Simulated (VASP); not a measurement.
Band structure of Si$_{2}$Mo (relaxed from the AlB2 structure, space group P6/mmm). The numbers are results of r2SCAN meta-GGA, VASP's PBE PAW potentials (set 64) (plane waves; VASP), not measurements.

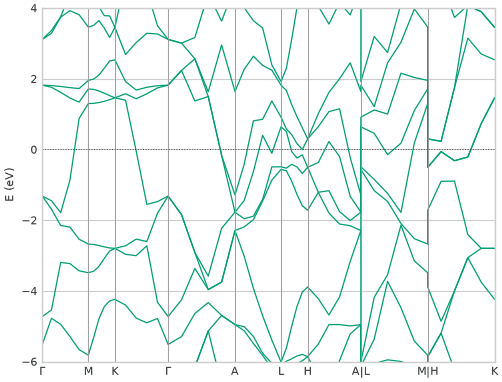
*Bands along high-symmetry lines, zero at the valence-band maximum or, without a gap, the Fermi level*

Read the plot: is there a gap, and where are the band edges?

It has no gap at this level: it comes out as a metal or semimetal.

The structure was generated: Si2Mo was put into the AlB2 type (P6/mmm), which need not be its known phase. It was relaxed first, which changed the volume by -42 %.
